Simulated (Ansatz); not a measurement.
**Cu(PH3)(SiH3) (CuH₆PSi): single points with varied inputs**

Aim: run Cu(PH3)(SiH3) (CuH₆PSi) under a spread of inputs, and see what each costs and gives.

Computed with Ansatz 0.2.0, Gaussian basis. Level: the settings change from run to run.

## 1. The geometry

The geometry comes from an earlier relaxation with B3LYP-D4/def2-SVP; it is a stationary point, not always the lowest conformer.

9 atoms, charge 0, spin multiplicity 1.

Atoms are counted from 1 here; the program's logs count them from 0.

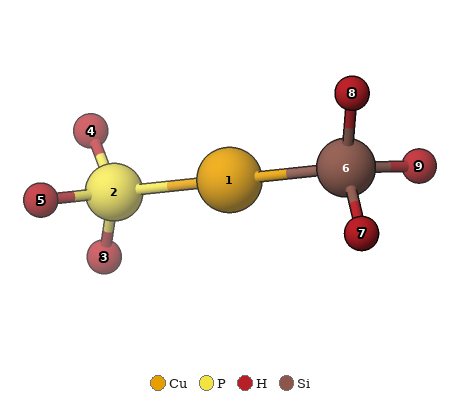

The geometry (copper amber, phosphorus yellow, hydrogen red, silicon brown); atoms are numbered from 1 in the order of the file.

## 2. revPBE/6-31G

Options: charge +1, multiplicity 2, a point charge of 2.00 e beside it, D3(BJ) with three-body dispersion.

File in.yaml:

```yaml
crystal:
  periodic: [false, false, false]
  atoms:
    - {symbol: Cu, position_ang: [0.004261, 0.010509, -0.021950]}
    - {symbol: P, position_ang: [0.000155, -0.013316, 2.264465]}
    - {symbol: H, position_ang: [0.811784, -0.950643, 2.957673]}
    - {symbol: H, position_ang: [-1.212205, -0.265126, 2.960615]}
    - {symbol: H, position_ang: [0.393464, 1.144839, 2.986956]}
    - {symbol: Si, position_ang: [0.001558, 0.017889, -2.320950]}
    - {symbol: H, position_ang: [1.320627, 0.391425, -2.944309]}
    - {symbol: H, position_ang: [-0.982739, 0.975546, -2.939120]}
    - {symbol: H, position_ang: [-0.336906, -1.311125, -2.943390]}
basis:
  gaussian: {orbitals: 6-31G, point_charges: [{charge: 2.00, position_ang: [5.463, -0.435, 0.446]}]}
total_charge: 1
magnetization: {spin_polarized: true, initial_magnetization: 1}
hamiltonian: {xc: {name: revPBE}, dispersion: d3bjatm}
output: {forces: true}
```

The run is started by

```console
ansatz run in.yaml --threads 4 --pin off --events-out ev --progress --plain --max-ram 3916MiB
```

Standard output, shortened:

```text
Functional definition: revPBE
  name "revPBE"
  cite "Zhang & Yang, Phys. Rev. Lett. 80, 890 (1998) doi:10.1103/PhysRevLett.80.890"
  cite "Perdew, Burke & Ernzerhof, Phys. Rev. Lett. 77, 3865 (1996) doi:10.1103/PhysRevLett.77.3865"
[...]
755 factors; integrals over basis functions are off by at most 2.3e-4 eV
[...]
mean field -61874.79554218 eV, -2273.8567959324 hartree, gradient 4.2e-6 eV, S^2 0.751025; 10 other end points of the search recorded, 0 dependent functions left out
[...]
reference -61874.79560024 eV, -2273.8567980659 hartree; 32, 31 occupied and 35, 36 virtual orbitals, 755 factors
Total energy: -61875.22663907 eV, -2273.8726384510 hartree
Atom 0 at     0.004261     0.010509    -0.021950 Å, force    -0.465740     0.023511    -0.116764 eV/Å
Atom 1 at     0.000155    -0.013316     2.264465 Å, force    -0.142310     0.038166     0.681254 eV/Å
Atom 2 at     0.811784    -0.950643     2.957673 Å, force     0.268967    -0.375926     0.021376 eV/Å
Atom 3 at    -1.212205    -0.265126     2.960615 Å, force    -0.467510    -0.107264    -0.111002 eV/Å
Atom 4 at     0.393464     1.144839     2.986956 Å, force     0.123972     0.457072    -0.032507 eV/Å
Atom 5 at     0.001558     0.017889    -2.320950 Å, force    -0.265286     0.015085    -1.506931 eV/Å
Atom 6 at     1.320627     0.391425    -2.944309 Å, force     0.525351     0.132090     0.323442 eV/Å
Atom 7 at    -0.982739     0.975546    -2.939120 Å, force    -0.216271     0.290729     0.411617 eV/Å
Atom 8 at    -0.336906    -1.311125    -2.943390 Å, force    -0.041974    -0.422241     0.406513 eV/Å
Dipole moment:    -0.427517     0.027849     0.821842 e Å
```

Run time: 7 s. Hardware: 4 threads of Arm Neoverse V2, shared host.

Largest force 1.530 eV/Å, ⟨S²⟩ 0.751.

## 3. r2SCAN/STO-3G

Options: atoms shaken by 0.03 Å.

File in.yaml:

```yaml
crystal:
  periodic: [false, false, false]
  atoms:
    - {symbol: Cu, position_ang: [-0.009425, 0.024702, -0.017205]}
    - {symbol: P, position_ang: [-0.012243, -0.038027, 2.244826]}
    - {symbol: H, position_ang: [0.801235, -0.944886, 2.957503]}
    - {symbol: H, position_ang: [-1.242162, -0.273244, 3.022762]}
    - {symbol: H, position_ang: [0.389642, 1.125635, 2.981780]}
    - {symbol: Si, position_ang: [0.050084, 0.000831, -2.348512]}
    - {symbol: H, position_ang: [1.336713, 0.400955, -2.896303]}
    - {symbol: H, position_ang: [-1.007744, 0.966847, -2.938181]}
    - {symbol: H, position_ang: [-0.337205, -1.315286, -2.956873]}
basis:
  gaussian: {orbitals: STO-3G}
hamiltonian: {xc: {name: r2SCAN}}
scf: {omitted_lower_state_checks: [starts]}
```

Launched as before.

Standard output, shortened:

```text
Functional definition: r2SCAN
  name "r2SCAN"
  cite "Furness, Kaplan, Ning, Perdew & Sun, J. Phys. Chem. Lett. 11, 8208 (2020) doi:10.1021/acs.jpclett.0c02405"
  cite "Furness, Kaplan, Ning, Perdew & Sun, J. Phys. Chem. Lett. 11, 9248 (2020) doi:10.1021/acs.jpclett.0c03077"
  parent r2scan
[...]
428 factors; integrals over basis functions are off by at most 3.4e-4 eV
[...]
mean field -61191.16562140 eV, -2248.7338597249 hartree, gradient 2.3e-6 eV, S^2 0.000000; 0 other end points of the search recorded, 0 dependent functions left out
reference -61191.16562914 eV, -2248.7338600093 hartree; 32, 32 occupied and 10, 10 virtual orbitals, 428 factors
Total energy: -61191.16562914 eV, -2248.7338600093 hartree
Checks for a lower state left out: starts
```

Run time: 16 s. Hardware: 4 threads of Arm Neoverse V2, shared host.

## 4. PBE-QIDH/def2-mTZVP

Options: multiplicity 3, a grid of angular degree 23.

File in.yaml:

```yaml
crystal:
  periodic: [false, false, false]
  atoms:
    - {symbol: Cu, position_ang: [0.004261, 0.010509, -0.021950]}
    - {symbol: P, position_ang: [0.000155, -0.013316, 2.264465]}
    - {symbol: H, position_ang: [0.811784, -0.950643, 2.957673]}
    - {symbol: H, position_ang: [-1.212205, -0.265126, 2.960615]}
    - {symbol: H, position_ang: [0.393464, 1.144839, 2.986956]}
    - {symbol: Si, position_ang: [0.001558, 0.017889, -2.320950]}
    - {symbol: H, position_ang: [1.320627, 0.391425, -2.944309]}
    - {symbol: H, position_ang: [-0.982739, 0.975546, -2.939120]}
    - {symbol: H, position_ang: [-0.336906, -1.311125, -2.943390]}
basis:
  gaussian: {orbitals: def2-mTZVP, final_grid: {core_spheres: 8, valence_spheres: 7, degree: 23}}
magnetization: {spin_polarized: true, initial_magnetization: 2}
hamiltonian: {xc: {name: PBE-QIDH}}
scf: {omitted_lower_state_checks: [starts]}
output: {forces: true}
```

The command is unchanged.

Standard output, shortened:

```text
Functional definition: PBE-QIDH
  name "PBE-QIDH"
  cite "Brémond, Sancho-García, Pérez-Jiménez & Adamo, J. Chem. Phys. 141, 031101 (2014) doi:10.1063/1.4890314"
  cite "Perdew, Burke & Ernzerhof, Phys. Rev. Lett. 77, 3865 (1996) doi:10.1103/PhysRevLett.77.3865"
[...]
943 factors; integrals over basis functions are off by at most 7.2e-4 eV
[...]
mean field -61867.04666534 eV, -2273.5720299609 hartree, gradient 1.7e-6 eV, S^2 2.016353; 0 other end points of the search recorded, 0 dependent functions left out
15 core orbitals not correlated, not the lowest: weight in the atoms' cores, before any rotation towards them, 1.000 or more for the frozen orbitals, at most 0.000 for the correlated occupied ones
reference -61867.04668007 eV, -2273.5720305023 hartree; 18, 16 occupied and 62, 64 virtual orbitals, 943 factors
second order -23.25022866 eV of doubles, -0.00000000 eV of singles
[...]
Total energy: -61874.79675629 eV, -2273.8568405502 hartree
Atom 0 at     0.004261     0.010509    -0.021950 Å, force    -0.021040    -0.028173     0.268365 eV/Å
Atom 1 at     0.000155    -0.013316     2.264465 Å, force     0.015665    -0.209395    -0.850842 eV/Å
Atom 2 at     0.811784    -0.950643     2.957673 Å, force    -0.067375     0.234059    -0.290747 eV/Å
Atom 3 at    -1.212205    -0.265126     2.960615 Å, force     0.111443     0.206267     0.023297 eV/Å
Atom 4 at     0.393464     1.144839     2.986956 Å, force    -0.091521    -0.029828     0.408136 eV/Å
Atom 5 at     0.001558     0.017889    -2.320950 Å, force     0.044488    -0.135514    -0.783196 eV/Å
Atom 6 at     1.320627     0.391425    -2.944309 Å, force    -0.126277    -0.070900     0.400626 eV/Å
Atom 7 at    -0.982739     0.975546    -2.939120 Å, force     0.080818    -0.102215     0.590817 eV/Å
Atom 8 at    -0.336906    -1.311125    -2.943390 Å, force     0.053800     0.135700     0.233546 eV/Å
Dipole moment:     0.006952    -0.033421     0.401470 e Å
Checks for a lower state left out: starts
```

It took 10 s on 4 threads of Arm Neoverse V2, shared host.

Largest force 0.876 eV/Å, dipole 1.94 D, ⟨S²⟩ 2.016.

## 5. PBE0/def2-SVPD

Set apart from the defaults: atoms shaken by 0.08 Å, D3(BJ) dispersion.

File in.yaml:

```yaml
crystal:
  periodic: [false, false, false]
  atoms:
    - {symbol: Cu, position_ang: [0.048341, -0.012420, -0.128195]}
    - {symbol: P, position_ang: [0.053854, -0.030142, 2.269906]}
    - {symbol: H, position_ang: [0.806742, -0.956094, 2.951485]}
    - {symbol: H, position_ang: [-1.214942, -0.132917, 3.015966]}
    - {symbol: H, position_ang: [0.286783, 1.049896, 3.052437]}
    - {symbol: Si, position_ang: [-0.018837, -0.070966, -2.243438]}
    - {symbol: H, position_ang: [1.360339, 0.414237, -2.898762]}
    - {symbol: H, position_ang: [-0.789104, 0.956981, -2.965571]}
    - {symbol: H, position_ang: [-0.386059, -1.288618, -3.108495]}
basis:
  gaussian: {orbitals: def2-SVPD}
hamiltonian: {xc: {name: PBE0}, dispersion: d3bj}
scf: {omitted_lower_state_checks: [starts]}
output: {forces: true}
```

Same command.

Standard output, shortened:

```text
Functional definition: PBE0
  name "PBE0"
  cite "Adamo & Barone, J. Chem. Phys. 110, 6158 (1999) doi:10.1063/1.478522"
  cite "Perdew, Burke & Ernzerhof, Phys. Rev. Lett. 77, 3865 (1996) doi:10.1103/PhysRevLett.77.3865"
  parent pbe
[...]
1285 factors; integrals over basis functions are off by at most 1.1e-3 eV
[...]
mean field -61879.37678756 eV, -2274.0251535947 hartree, gradient 3.4e-5 eV, S^2 0.000000; 0 other end points of the search recorded, 0 dependent functions left out
[...]
reference -61879.37683298 eV, -2274.0251552638 hartree; 32, 32 occupied and 98, 98 virtual orbitals, 1285 factors
Total energy: -61879.54369825 eV, -2274.0312874496 hartree
Atom 0 at     0.048341    -0.012420    -0.128195 Å, force    -0.080448    -0.066069     2.317371 eV/Å
Atom 1 at     0.053854    -0.030142     2.269906 Å, force    -2.149716    -0.235492    -1.009568 eV/Å
Atom 2 at     0.806742    -0.956094     2.951485 Å, force     0.496174    -0.718586     0.640760 eV/Å
Atom 3 at    -1.214942    -0.132917     3.015966 Å, force     0.731146    -0.542500    -0.797165 eV/Å
Atom 4 at     0.286783     1.049896     3.052437 Å, force     0.956224     1.498700     0.694394 eV/Å
Atom 5 at    -0.018837    -0.070966    -2.243438 Å, force     1.294711    -0.025611    -2.964174 eV/Å
Atom 6 at     1.360339     0.414237    -2.898762 Å, force    -0.750260    -0.608836     0.611862 eV/Å
Atom 7 at    -0.789104     0.956981    -2.965571 Å, force    -0.690019     0.517195    -0.008135 eV/Å
Atom 8 at    -0.386059    -1.288618    -3.108495 Å, force     0.192188     0.181198     0.514656 eV/Å
Dipole moment:    -0.004393    -0.014863     1.620514 e Å
Checks for a lower state left out: starts
```

Wall time 2.3 s (4 threads of Arm Neoverse V2, shared host).

Largest force 3.235 eV/Å, dipole 7.78 D.

## 6. All runs side by side

```
              level  charge  multiplicity               geometry  functions  energy (eV)   time
       revPBE/6-31G       1             2  relaxed, point charge         67   -61875.227    7 s
      r2SCAN/STO-3G       0             1                 shaken         42   -61191.166   16 s
PBE-QIDH/def2-mTZVP       0             3                relaxed         95   -61874.797   10 s
     PBE0/def2-SVPD       0             1                 shaken        130   -61879.544  2.3 s
```

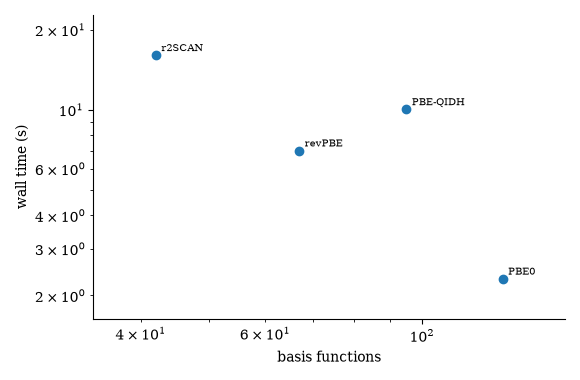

Wall time against the number of basis functions (shared host).

## 7. Outcome

| quantity | value |
| --- | --- |
| runs | 4 |
| quickest | PBE0/def2-SVPD, 2.3 s |
| slowest | r2SCAN/STO-3G, 16 s |

What this shows: The runs differ in state or geometry as well as level, so their energies can't be set against each other. Run time spans a factor of 7, from PBE0/def2-SVPD to r2SCAN/STO-3G. The jobs differ in tasks and options as well as level.
